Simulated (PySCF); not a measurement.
# BHOF2 (difluorohydroxyborane): levels of theory compared

Aim: a comparison of 6 runs (HF/STO-3G, B2PLYP/def2-SVPD, B3LYP/def2-SVPD, SVWN5/def2-SVPD, wB97X/def2-SVPD, SCS-MP2/def2-SVPD) of BHOF2 (difluorohydroxyborane). Input form: a Python script.

The calculation is run with PySCF 2.14.0.

2 further runs of the same task are left out: 1 that didn't finish, 1 set aside as unsound or not needed.

## (1) The system as given

BHOF2 has 5 atoms, charge 0, and is taken as a singlet. SMILES: `OB(F)F`. The coordinates come from a PBE0-D4/def2-TZVP relaxation.

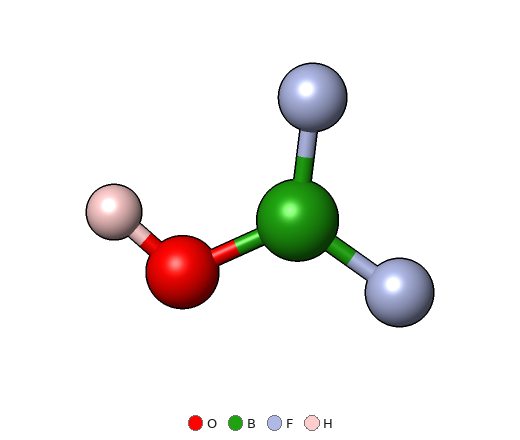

The structure, seen from a chosen angle (oxygen red, boron green, fluorine light blue, hydrogen pink).

## (2) A single-point energy at HF/STO-3G (run 1)

The input, input.xyz:

```xyz
5

O      0.038630     1.000750     0.174310
B      0.105760    -0.342460     0.137210
F      0.731030    -0.986880     1.100700
F     -0.439530    -1.051930    -0.843330
H     -0.435890     1.380520    -0.568880
```

The input, calc.py:

```python
# OB(F)F
from pyscf import gto, scf

mol = gto.M(
    atom='input.xyz',
    basis='sto-3g',
    max_memory=1860,
    verbose=3,
)

mf = scf.RHF(mol)
mf.conv_tol = 1e-10
mf.kernel()
if not mf.converged:
    mf = mf.newton().run(mf.mo_coeff, mf.mo_occ)

e_final = mf.e_tot
print('Final energy', e_final)
```

On the command line:

```sh
$ OMP_NUM_THREADS=1 python calc.py
```

Standard output:

```text
converged SCF energy = -295.036703241226
Final energy -295.0367032412263
```

Run time: 0.64 s. Hardware: 1 thread of Arm Neoverse V1, shared host; peak memory 0.099 GiB.

## (3) The energy at B2PLYP/def2-SVPD (run 2)

The input, run.py:

```python
from pyscf import gto, dft, mp

mol = gto.M(
    atom='''
O    0.038630   1.000750   0.174310
B    0.105760  -0.342460   0.137210
F    0.731030  -0.986880   1.100700
F   -0.439530  -1.051930  -0.843330
H   -0.435890   1.380520  -0.568880
''',
    verbose=3,
    max_memory=1860,
    basis='def2-svpd',
    spin=0,
    charge=0,
)

mf = dft.RKS(mol, xc='0.53*HF + 0.47*B88, 0.73*LYP')
mf.conv_tol = 1e-10
mf.grids.level = 5
mf.kernel()
if not mf.converged:
    mf = mf.newton().run(mf.mo_coeff, mf.mo_occ)

pt = mp.MP2(mf, frozen=4).run()
etot = mf.e_tot + 0.27 * pt.e_corr
print('PT2 part  %.8f' % (0.27 * pt.e_corr))
print('E = %.10f Eh' % etot)
```

On the command line:

```sh
$ OMP_NUM_THREADS=1 python run.py
```

Standard output:

```text
converged SCF energy = -299.89269370098
E(RMP2) = -300.686260370123  E_corr = -0.793566669143621
E(SCS-RMP2) = -300.654207153936  E_corr = -0.761513452956302
PT2 part  -0.21426300
E = -300.1069567016 Eh
```

Wall time 14 s (1 thread of Arm Neoverse V1, shared host); peak memory 0.47 GiB.

Runs 3 to 5 aren't shown in full; the table further down has their settings and results.

## (4) A single-point energy at SCS-MP2/def2-SVPD (run 6)

input.xyz, as its differences from that of step 2:

```diff
@@ -1,3 +1,3 @@
 5
-
+BF2HO
 O      0.038630     1.000750     0.174310
```

The input, run.py:

```python
from pyscf import gto, scf, mp

mol = gto.M(
    atom='input.xyz',
    charge=0,
    spin=0,
    basis='def2-svpd',
    max_memory=1860,
    verbose=3,
)

mf = scf.RHF(mol)
mf.conv_tol = 1e-10
mf.kernel()
if not mf.converged:
    mf = mf.newton().run(mf.mo_coeff, mf.mo_occ)

pt = mp.MP2(mf, frozen=4).run()
energy = mf.e_tot + 1.2 * pt.e_corr_os + pt.e_corr_ss / 3
print(f'total energy: {energy:.8f} hartree')
```

On the command line:

```sh
$ OMP_NUM_THREADS=1 python run.py
```

Standard output:

```text
converged SCF energy = -298.976109642923
E(RMP2) = -299.635851134798  E_corr = -0.65974149187506
E(SCS-RMP2) = -299.61001293766  E_corr = -0.633903294737396
total energy: -299.61001294 hartree
```

Run time: 2.2 s. Hardware: 1 thread of Arm Neoverse V1, shared host; peak memory 0.24 GiB.

## (5) All runs side by side

```csv
run,level,frozen core orbitals,integration grid,energy (Eh),dipole moment (D) of the reference,HOMO energy (eV),LUMO energy (eV),wall time
1,HF/STO-3G,–,–,-295.036703,1.57,-11.30,9.89,0.64 s
2,B2PLYP/def2-SVPD,4,5,-300.106957,2.05,-12.62,0.45,14 s
3,B3LYP/def2-SVPD,–,5,-300.337753,2.00,-10.61,-0.51,14 s
4,SVWN5/def2-SVPD,–,5,-298.268609,2.01,-9.31,-0.89,9.6 s
5,wB97X/def2-SVPD,–,5,-300.262812,2.01,-13.46,1.70,19 s
6,SCS-MP2/def2-SVPD,4,–,-299.610013,2.10,-15.50,1.64,2.2 s
```

## (6) What came out

| quantity | value |
| --- | --- |
| run 6: total energy | -299.61001 Eh |
| run 6: dipole moment (Hartree–Fock density) | 2.10 D |
| run 6: HOMO energy (Hartree–Fock orbitals) | -15.50 eV |
| run 6: LUMO energy (Hartree–Fock orbitals) | 1.64 eV |
| run 6: HOMO–LUMO gap (Hartree–Fock orbitals) | 17.14 eV |
| run 6: correlation energy (4 core orbitals frozen) | -633.9 mEh |

**Reading.** Over runs 1, 2, 3, 4, 5 the dipole moment (its size) runs from 1.57 D (HF/STO-3G) to 2.05 D (B2PLYP/def2-SVPD). The two ends differ in method and basis. A double hybrid's value is that of its SCF part. Over runs 1, 2, 3, 4, 5 the HOMO–LUMO gap runs from 8.41 eV (SVWN5/def2-SVPD) to 21.19 eV (HF/STO-3G). Totals of different functionals can't be ranked against each other. In run 1 the basis is minimal, so the values are rough. All runs together took 60 s, the longest 19 s.
